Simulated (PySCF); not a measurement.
Molecule: C₆H₇B, SMILES Bc1ccccc1, singlet. Atoms near the plane z = 0.0 Å, at the GFN2-xTB optimised geometry (x, y, z in Å): B1 (-1.4, -1.8, 0.0), C2 (-0.6, -0.5, 0.0), C3 (-1.2, 0.7, 0.0), C4 (-0.5, 1.9, 0.0), C5 (0.9, 1.9, 0.0), C6 (1.5, 0.7, 0.0), C7 (0.8, -0.5, 0.0), H8 (-2.6, -1.8, 0.0), H9 (-0.9, -2.9, 0.0), H10 (-2.3, 0.8, 0.0), H11 (-1.0, 2.9, 0.0), H12 (1.4, 2.8, 0.0), H13 (2.6, 0.6, 0.0), H14 (1.3, -1.5, 0.0).

Computed with PySCF with PBE/def2-TZVP. Cells within 0.4 Å of a nucleus heavier than hydrogen are left out (blank, or x). The values are rescaled to run from 0 to 1.

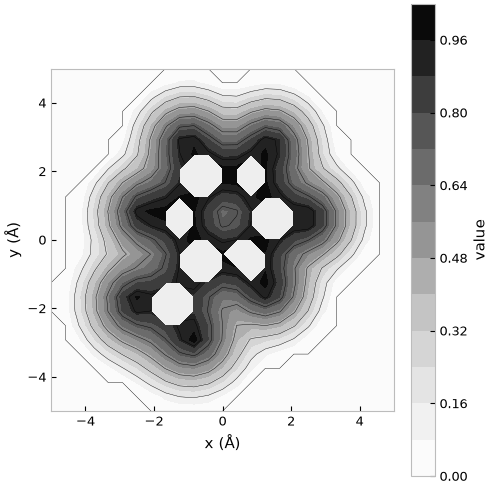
a field on the plane z = 0.0 Å.

Question: Which quantity is mapped?
(A) electron localisation function
(B) an orbital amplitude
(C) deformation density (molecule minus spherical neutral atoms)
(D) log10 of the electron density

Answer: D, log10 of the electron density. In full: log10 of the electron density (e/bohr³), floored at −4.
